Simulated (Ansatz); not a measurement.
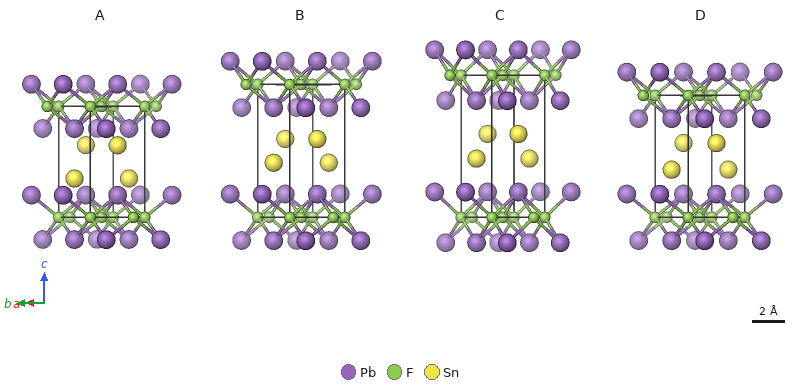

4 geometries from one relaxation of solid SnPbF (a generated structure, set up in P4/nmm), in shuffled order. Style: ball-and-stick. Shown: the cell of the calculation, from a free direction.

All numbers below come from DFT, PAW plane waves, PBE (Ansatz 0.2.0). Set-up: plane-wave cutoff 420 eV; k-point mesh 5 × 5 × 3; occupations fermi dirac; smearing width 0.1 eV; no spin polarisation; cell and atoms relaxed; at most 40 steps.

Put them in the order of the run, from the start to the converged end.

Answer. A, D, B, C. They are steps 0, 2, 4, 15, at +441 meV per atom, +146 meV per atom, +73.8 meV per atom relative to the last. Over 11 accepted moves (15 points after the start) the energy falls by 441 meV per atom. Largest force component: 1.3 eV/Å at the start, 0.0063 eV/Å at the end. The pressure goes from 16.41 to 0.02 GPa. The line search rejected the trial step at point 5 of the run. The SCF was repeated 3 times at an unchanged geometry on a basis and grid sized afresh for the cell, which shifted the energy by 43.1 meV per atom at most. The largest moves relative to the cell, 0.58 Å, are those of Sn atoms. Largest moves by element: Sn 0.58 Å, Pb 0.19 Å. F stays in place. Cell: a = b 4.044 → 3.927 Å (−2.9 %), c 7.120 → 9.120 Å (+28.1 %). Volume +20.8 %. Near-neighbour distances that change, for instance: F–Pb 2.473 → 2.552 Å. Bond angles that change, for instance: F–Pb–F 109.7° → 100.6°, Pb–F–Pb 109.7° → 100.6°, Pb–F–Pb 109.4° → 114.1°. The space group stays P4/nmm (No. 129).
